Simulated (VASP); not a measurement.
Energy against volume of Pt (fcc). Calculation: TPSS meta-GGA, VASP's PBE PAW potentials (set 64) (plane waves; VASP).

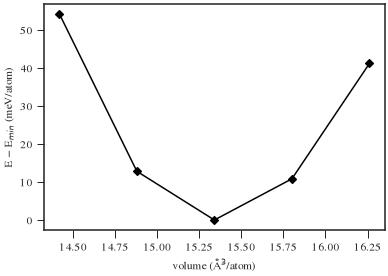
Figure. Energy against volume

**Question.** Estimate the equilibrium volume and the bulk modulus.

**Answer.** The minimum lies near 15.3 Å³/atom, and the curvature gives B0 of about 270 GPa.

Measured: bulk modulus 289 GPa at 0 K (computed value off by -5.5 %), as given by H. Levämäki et al., Physical Review B (2014), arXiv:1402.3671 [corrected for temperature and zero-point phonon effects]; a 3.913 Å at 0 K (computed value off by +0.8 %), as given by Daniel Mejia-Rodriguez et al., Physical Review B (2018), arXiv:1807.09216 [static lattice: zero-point anharmonic expansion removed].

The compound is Pt in the fcc structure. It was relaxed first.
